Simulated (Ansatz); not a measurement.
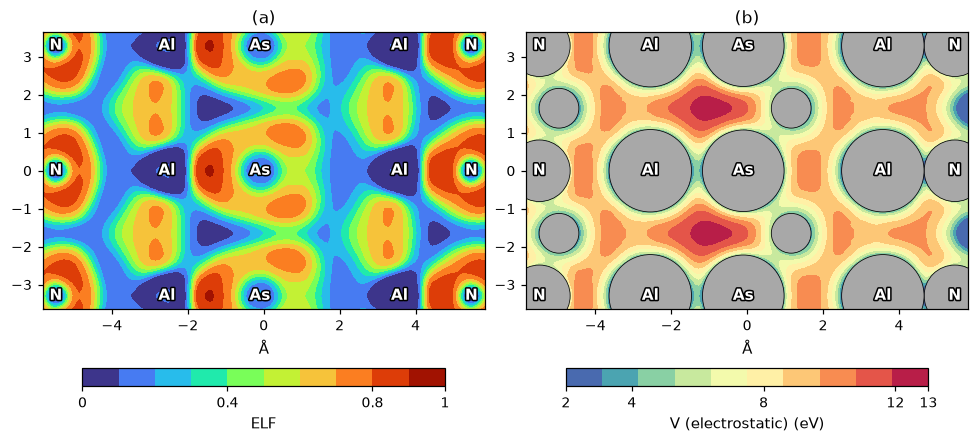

*Al₄AsN₃. (a) ELF; (b) electrostatic potential (local pseudopotential plus Hartree) felt by an electron on the (11̄0) plane of the conventional cell. Grey discs cover the atomic cores in the potential map.*

Space group P3m1; started from the ordered alloy on wurtzite lattice prototype, which need not be the ambient phase; not relaxed (largest force 0.4 eV/Å); computed pressure about 4 GPa in this cell.

These are results of DFT, PBE, plane waves, PAW in Ansatz, not measurements.

Core electrons are frozen (PAW), and the valence fields are smoothed inside the atomic spheres.

Input

```
crystal:
  lattice:
    - [3.2938063756, 0.0, 0.0]
    - [-1.6469031878, 2.8525199964, 0.0]
    - [0.0, 0.0, 10.9429164002]
  atoms:
    - { symbol: "N", position: [0.6666666667, 0.3333333333, -0.0277213653] }
    - { symbol: "N", position: [0.6666666667, 0.3333333333, 0.5310451908] }
    - { symbol: "N", position: [0.3333333333, 0.6666666667, 0.7515227669] }
    - { symbol: As, position: [0.3333333333, 0.6666666667, 0.2422946947] }
    - { symbol: Al, position: [0.6666666667, 0.3333333333, 0.7986620768] }
    - { symbol: Al, position: [0.6666666667, 0.3333333333, 0.3575703022] }
    - { symbol: Al, position: [0.3333333333, 0.6666666667, 0.5782099234] }
    - { symbol: Al, position: [0.3333333333, 0.6666666667, 0.0184164104] }
kpoints:
  mp_grid: { grid: [12, 12, 2] }
  band_path:
    path:
      - [[0.0, 0.0, 0.0], [0.5, 5.729022394935e-17, -2.820942024407e-29], [0.3333333333333, 0.3333333333333, 3.690776464062e-18], [0.0, 0.0, 0.0], [-2.587556267945e-36, -3.8859590902e-35, 0.5], [0.5, 5.753631814458e-17, 0.5], [0.3333333333333, 0.3333333333333, 0.5], [-2.587556267945e-36, -3.8859590902e-35, 0.5]]
      - [[0.5, 5.753631814458e-17, 0.5], [0.5, 5.729022394935e-17, -2.820942024407e-29]]
      - [[0.3333333333333, 0.3333333333333, 0.5], [0.3333333333333, 0.3333333333333, 3.690776464062e-18]]
    npoints: 10
hamiltonian:
  xc: pbe
scf:
  occupations: { method: fermi_dirac, width: 0.02 }
  n_extra_bands: 6
output:
  forces: true
  stress: true
  eigenvalues: true
  write_density: true
  write_potential: true
  elf: true
  volumetric_format: npy
```

Command:

```sh
ansatz run input.yaml --threads 4 --pin off --max-ram 6451MiB --backend cpu --events-out ev --progress --plain --runs-dir out
```

Below, planes, directions and counts refer to the conventional cell (a = 3.29 Å, b = 3.29 Å, c = 10.94 Å, α = 90.00°, β = 90.00°, γ = 120.00°).

**What does the map show?**

Atoms in the plane: N, As and Al. Al–N (1.90 Å): the ELF peaks at about 0.90 in the valence shell of N, 0.8 Å from its nucleus, and is about 0.85 at the midpoint. Al–As (2.45 Å): the ELF peaks at about 0.90 between the atoms; a shared electron pair. Outside the cores the potential energy rises away from the atoms and is highest about 1.9 Å from the nearest atoms; its zero is arbitrary.
